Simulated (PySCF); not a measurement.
C6H12O, SMILES CC(C)CCC=O at its GFN2-xTB optimised geometry (Å):

```
19

C      2.4436    -0.8430    -0.3629
C      0.9328    -0.9676    -0.1746
C      0.6308    -1.8719     1.0185
C      0.3184     0.4243     0.0000
C     -1.2074     0.4243     0.0000
C     -1.7866     1.8075     0.0000
O     -1.1659     2.8319    -0.0019
H      2.6747    -0.2222    -1.2253
H      2.8971    -0.3903     0.5162
H      2.8929    -1.8218    -0.5150
H      0.5083    -1.4254    -1.0760
H     -0.4359    -2.0573     1.1164
H      1.1277    -2.8319     0.8981
H      0.9895    -1.4154     1.9387
H      0.6744     0.8656     0.9329
H      0.6575     1.0697    -0.8130
H     -1.5947    -0.0944    -0.8825
H     -1.6073    -0.0955     0.8743
H     -2.8971     1.8140     0.0011
```

Method: PBE0/def2-SVP run with PySCF 2.14.0. Cells within 0.4 Å of a nucleus heavier than hydrogen are left out (blank, or x).

Map of the HOMO amplitude (bohr^(-3/2)), clipped to [-0.25, 0.25] on the plane z = 0.0 Å; orbital energy -7.27 eV, overall sign arbitrary:

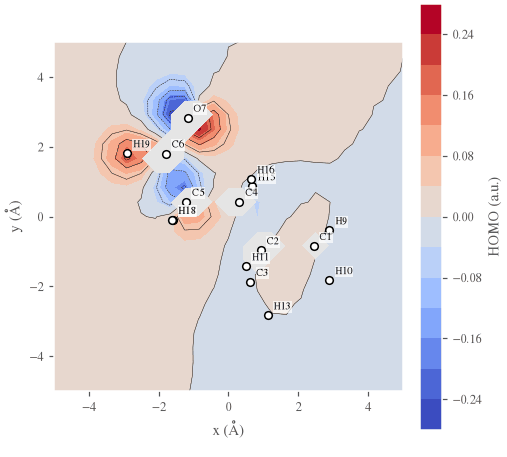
Figure: HOMO amplitude (bohr^(-3/2)), clipped to [-0.25, 0.25] on the plane z = 0.0 Å.
